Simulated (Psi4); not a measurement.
**[SiNH2F2]− (SMILES N[Si-](F)F) at HF/6-311+G(d,p)**

What is the energy change on altering one bond length of [SiNH2F2]− at HF/6-311+G**? 

Program for the calculation: Psi4 1.11.

### 1 The molecule

[SiNH2F2]− has 6 atoms, charge -1, and is taken as a singlet. SMILES: `N[Si-](F)F`. Geometry: relaxed at GFN2-xTB. This is one conformer, not always the lowest.

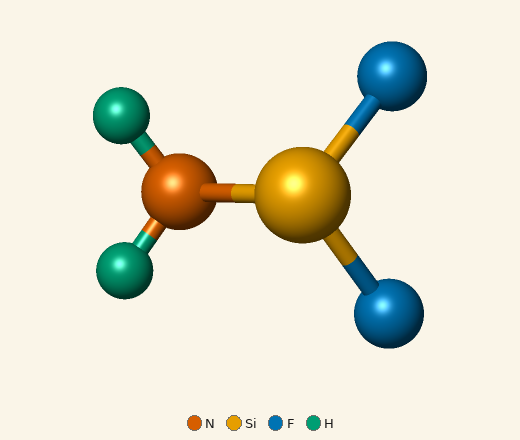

Viewed from a chosen angle; nitrogen orange, silicon amber, fluorine blue, hydrogen teal.

### 2 Energy and gradient at HF/6-311+G(d,p)

input.in

```
memory 1600 mb

molecule molecule1 {
  -1 1
  N
  Si 1 r2
  F 2 r3 1 a3
  F 2 r4 3 a4 1 d4
  H 1 r5 2 a5 3 d5
  H 1 r6 5 a6 2 d6

  r2 = 1.808485
  r3 = 1.704635
  a3 = 95.75481
  r4 = 1.705165
  a4 = 94.28056
  d4 = -96.50418
  r5 = 1.013358
  a5 = 112.29928
  d5 = 69.21773
  r6 = 1.013303
  a6 = 107.46967
  d6 = -124.06227
  symmetry c1
  no_reorient
  no_com
}

set {
  puream        true
  e_convergence 1e-09
  d_convergence 1e-08
  scf_type      pk
}

e, wfn = gradient('scf/6-311+G**', return_wfn=True)
oeprop(wfn, 'MAYER_INDICES', 'MULLIKEN_CHARGES', 'LOWDIN_CHARGES', title='SCF')
print_variables()
```

Run with:

```bash
$ psi4 -i input.in -o input.out -n 1
```

input.out:

```text
[...]
  Running in c1 symmetry.
[...]
  Nuclear repulsion =  169.429552836235985
[...]
  Multiplicity = 1
[...]
  Nalpha       = 21
  Nbeta        = 21
[...]
    Number of basis functions: 108
[...]
   @RHF iter   1:  -543.44993943679560   -1.13418e+00   6.40290e-03 ADIIS/DIIS
[...]
   @RHF iter  12:  -543.64497138375089   -7.16227e-12   8.63862e-09 DIIS
[...]
    Orbital Energies [Eh]
    ---------------------
    Doubly Occupied:
       1A    -68.615851     2A    -26.046853     3A    -26.045817
       4A    -15.349190     5A     -5.951599     6A     -4.057704
       7A     -4.056948     8A     -4.055026     9A     -1.345372
      10A     -1.325556    11A     -0.944916    12A     -0.540370
      13A     -0.475656    14A     -0.446310    15A     -0.442108
      16A     -0.438179    17A     -0.403204    18A     -0.386474
      19A     -0.356543    20A     -0.253710    21A     -0.100626
[...]
  @RHF Final Energy:  -543.64497138375089
   => Energetics <=
    Nuclear Repulsion Energy =            169.4295528362359846
    One-Electron Energy =               -1102.8730269868035521
    Two-Electron Energy =                 389.7985027668167390
    Total Energy =                       -543.6449713837507716
[...]
 Multipole Moments:
 ------------------------------------------------------------------------------------
     Multipole            Electronic (a.u.)      Nuclear  (a.u.)        Total (a.u.)
 ------------------------------------------------------------------------------------
 L = 1.  Multiply by 2.5417464519 to convert [e a0] to [Debye]
 Dipole X            :          1.9751753           -2.2578741           -0.2826987
 Dipole Y            :         -1.7968566            2.0166990            0.2198424
 Dipole Z            :          3.6595528           -4.4353541           -0.7758014
 Magnitude           :                                                    0.8544688
[...]
  -Total Gradient:
     Atom            X                  Y                   Z
    ------   -----------------  -----------------  -----------------
       1        0.007627597539    -0.006409244617     0.004491514715
       2       -0.021421936010     0.018932179156     0.000195631752
       3        0.006294335379    -0.012599312343     0.000583715748
       4        0.013341207916    -0.005010523727     0.000315748719
       5       -0.008609762710    -0.004086874110    -0.002765648576
       6        0.002768557885     0.009173775641    -0.002820962359
[...]
  Mulliken Charges: (a.u.)
   Center  Symbol    Alpha    Beta     Spin     Total
       1     N     3.90555  3.90555  0.00000 -0.81110
       2    SI     6.76156  6.76156  0.00000  0.47688
       3     F     4.76539  4.76539  0.00000 -0.53077
       4     F     4.76377  4.76377  0.00000 -0.52754
       5     H     0.40118  0.40118  0.00000  0.19764
       6     H     0.40256  0.40256  0.00000  0.19489
   Total alpha = 21.00000, Total beta = 21.00000, Total charge = -1.00000
  Lowdin Charges: (a.u.)
   Center  Symbol    Alpha    Beta     Spin     Total
[...]
```

It took 11 s on 1 thread of Intel Xeon Platinum 8259CL at 2.50GHz (Skylake/Cascade Lake), shared host; peak memory 0.45 GiB.

### 3 The distorted shape at the same level

f2h2nsi.inp

```
memory 1.6 GB

molecule molecule1 {
  -1 1
  N     -0.208226     1.624671    -1.801207
  Si     0.702924     0.119781    -2.220407
  F      0.596070    -1.356640     1.225280
  F     -0.648556    -0.758379    -2.777117
  H      0.325614     2.242911    -1.201467
  H     -0.476406     2.154271    -2.622417
  symmetry c1
  no_reorient
  no_com
}

set {
  basis 6-311+G**
  puream true
  e_convergence 1e-09
  d_convergence 1e-08
  scf_type pk
}

e = gradient("scf")
```

Run with:

```bash
$ psi4 -i f2h2nsi.inp -o f2h2nsi.out -n 1
```

f2h2nsi.out:

```text
[...]
  Running in c1 symmetry.
[...]
  Nuclear repulsion =  134.970120940996793
[...]
  Multiplicity = 1
[...]
  Nalpha       = 21
  Nbeta        = 21
[...]
    Number of basis functions: 108
[...]
   @RHF iter   1:  -543.28501549788007   -1.46121e+00   7.31580e-03 DIIS/ADIIS
[...]
   @RHF iter  13:  -543.53516841288820   -3.86535e-12   3.71744e-09 DIIS
[...]
    Orbital Energies [Eh]
    ---------------------
    Doubly Occupied:
       1A    -68.726876     2A    -26.136549     3A    -25.849707
       4A    -15.432887     5A     -6.063328     6A     -4.166292
       7A     -4.165817     8A     -4.164440     9A     -1.421173
      10A     -1.091765    11A     -1.025618    12A     -0.600729
      13A     -0.541466    14A     -0.513376    15A     -0.495747
      16A     -0.461251    17A     -0.336545    18A     -0.236622
      19A     -0.198790    20A     -0.198691    21A     -0.196514
[...]
  @RHF Final Energy:  -543.53516841288820
   => Energetics <=
    Nuclear Repulsion Energy =            134.9701209409967930
    One-Electron Energy =               -1032.9622138373060807
    Two-Electron Energy =                 354.4569244834210622
    Total Energy =                       -543.5351684128881971
[...]
 Multipole Moments:
 ------------------------------------------------------------------------------------
     Multipole            Electronic (a.u.)      Nuclear  (a.u.)        Total (a.u.)
 ------------------------------------------------------------------------------------
 L = 1.  Multiply by 2.5417464519 to convert [e a0] to [Debye]
 Dipole X            :        -14.9164020           14.6646300           -0.2517720
 Dipole Y            :          6.1696264           -3.0015616            3.1680648
 Dipole Z            :        114.4881719         -116.1889869           -1.7008150
 Magnitude           :                                                    3.6045520
[...]
  -Total Gradient:
     Atom            X                  Y                   Z
    ------   -----------------  -----------------  -----------------
       1       -0.029572918531     0.010335574700     0.011573963195
       2        0.050565196093     0.004304333552    -0.008334670362
       3       -0.001392785446    -0.003999427746     0.006113387784
       4       -0.032092339414    -0.021178526462    -0.005597334760
       5        0.006439233590     0.005632409960     0.004991148235
       6        0.006053613705     0.004905635996    -0.008746494091
[...]
```

Wall time 9.9 s (1 thread of Intel Xeon Platinum 8259CL at 2.50GHz (Skylake/Cascade Lake), shared host); peak memory 0.45 GiB.

### 4 What came out

Level: HF/6-311+G**.

```
                                                              quantity          value
                                             first shape: total energy  -543.64497 Eh
                                              first shape: HOMO energy       -2.74 eV
                                              first shape: LUMO energy        5.25 eV
    first shape: HOMO–LUMO gap (to an unbound level, set by the basis)        7.99 eV
                                 first shape: largest force on an atom     1.470 eV/Å
                                         distorted shape: total energy  -543.53517 Eh
                                          distorted shape: HOMO energy       -5.35 eV
                                          distorted shape: LUMO energy        3.83 eV
distorted shape: HOMO–LUMO gap (to an unbound level, set by the basis)        9.18 eV
                             distorted shape: largest force on an atom     2.645 eV/Å
    energy change with the Si2–F3 bond stretched from 1.705 to 3.750 Å       2.988 eV
```

In words: With the Si2–F3 bond stretched from 1.705 to 3.750 Å the energy rises by 2.99 eV (288 kJ/mol). The first shape isn't relaxed at this level, so the change isn't measured from a minimum. The largest force (first shape) is 1.47 eV/Å: the shape isn't a stationary point for this species at this level.
